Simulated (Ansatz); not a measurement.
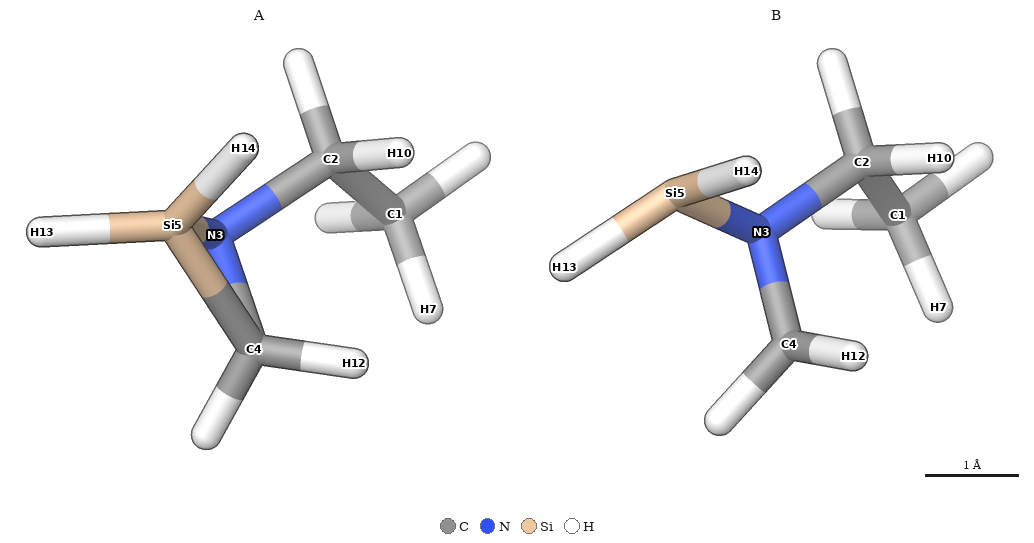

Two geometries of C₃H₉NSi, drawn at one scale. One is the start of a relaxation, the other its converged end. A stick model, seen from a free direction.

Method: RKS PBE-D4/STO-3G (Ansatz). Settings: no spin polarisation; force threshold 0.02 eV/Å; at most 40 steps.

**Which geometry has the lower energy?**

Structure A is the relaxed one. The run prepares the start of a later molecular dynamics calculation, from a guessed geometry. The energy falls by 280.9 kJ/mol in 11 geometry steps. The largest force component goes from 4.3 to 0.018 eV/Å. An H atom moves most after the best rigid fit: 0.54 Å. Largest moves by element: H 0.54 Å, Si 0.43 Å, N 0.40 Å, C 0.24 Å. Among the contacts that change: C–Si 2.210 → 1.834 Å, C–N 1.353 → 1.573 Å, N–Si 1.666 → 1.834 Å, C–N 1.448 → 1.540 Å. New bonds form: C–Si (2.21 → 1.83 Å). Bond angles that change, for instance: C–N–Si 93.5° → 64.6°, C–N–Si 126.7° → 112.6°, C–N–C 116.4° → 109.2°.

Limits of the set-up: STO-3G is a minimal basis, so the numbers are rough.
